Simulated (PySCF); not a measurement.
C$_{4}$H$_{8}$OPSi (doublet)

```yaml
atoms:
  - { symbol: P, position_ang: [3.0043, 0.2784, -0.2516] }
  - { symbol: Si, position_ang: [0.9726, -0.0464, 0.6568] }
  - { symbol: C, position_ang: [-0.0867, -1.2253, -0.2711] }
  - { symbol: C, position_ang: [-1.4313, -0.7977, -0.7142] }
  - { symbol: C, position_ang: [-1.8352, 0.6010, -0.3648] }
  - { symbol: C, position_ang: [-1.0729, 1.5352, 0.1839] }
  - { symbol: O, position_ang: [0.2152, 1.4063, 0.5517] }
  - { symbol: H, position_ang: [3.5430, 0.8383, 0.8933] }
  - { symbol: H, position_ang: [3.4390, -0.9881, 0.0930] }
  - { symbol: H, position_ang: [1.0469, -0.3507, 2.0975] }
  - { symbol: H, position_ang: [0.2013, -2.2279, -0.5448] }
  - { symbol: H, position_ang: [-1.5144, -0.9185, -1.8064] }
  - { symbol: H, position_ang: [-2.1834, -1.4909, -0.3047] }
  - { symbol: H, position_ang: [-2.8513, 0.8629, -0.6185] }
  - { symbol: H, position_ang: [-1.4516, 2.5315, 0.3779] }
```

Geometry: GFN2-xTB.

The calculation used UKS B3LYP, pcH-1 on C H O P Si, non-relativistic, mean-field spin-orbit, GIAO in PySCF.

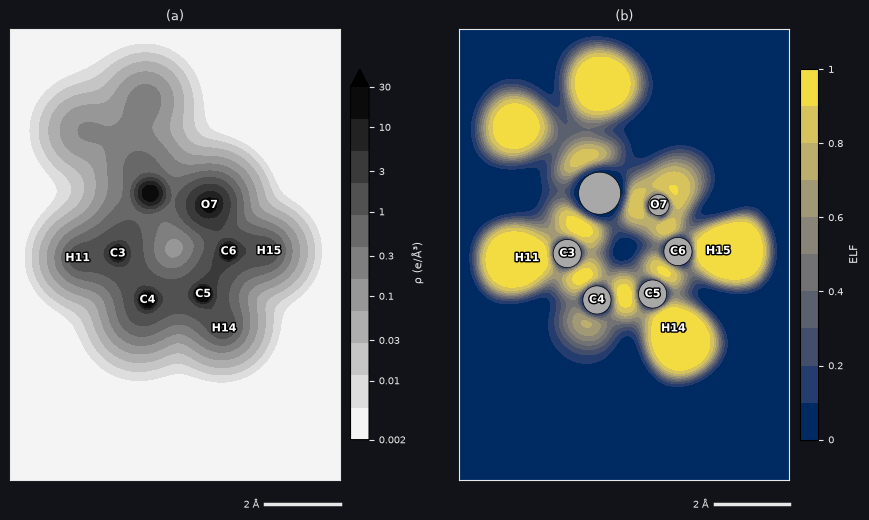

Figure 1. (a) electron density; (b) electron localisation function on the plane of atoms C4, C5 and H14. Grey discs cover the atomic cores in the ELF map.

Q: Read the bonding off the picture.

A: The plane passes through C, O and H nuclei.
C–C (1.32 Å): the density is about 2.4 e/Å³ at the midpoint; the ELF peaks at about 0.95 between the atoms: a multiple bond.
C–O (1.35 Å): the density is about 2.3 e/Å³ at the midpoint, with its minimum of 2 e/Å³ about 0.5 Å from C; the ELF peaks at about 0.90 between the atoms: a shared but strongly polarised pair.
C–H (1.08 Å): ρ at the midpoint is about 2 e/Å³; the ELF climbs to about 1 towards the hydrogen, as it does in any bond to H (a covalent bond by its length).
C–C (1.48 Å): ρ at the midpoint is about 1.8 e/Å³; the ELF peaks at about 0.95 between the atoms; localised, covalent bonding.
The ELF also peaks beside O7, away from the bonds: non-bonding electrons, paired or unpaired.

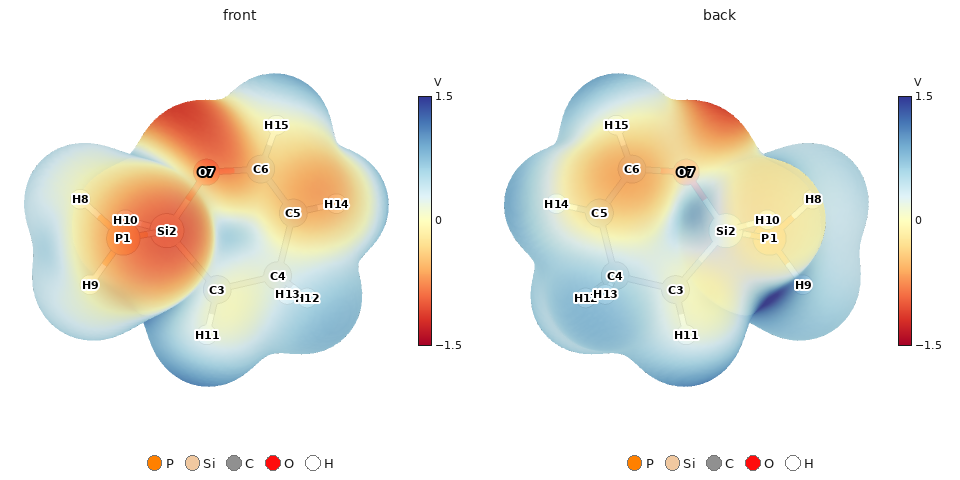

Figure 2. The molecular electrostatic potential painted on the density surface at 0.002 e/bohr³, seen from the front and from behind; the colour scale runs from red (negative) to blue (positive).

Q: Describe the electrostatic potential map.

A: The most negative region (about −1.1 V) lies over O7, the most positive (about +1.4 V) over Si2. O7 is the likeliest acceptor of a hydrogen bond.
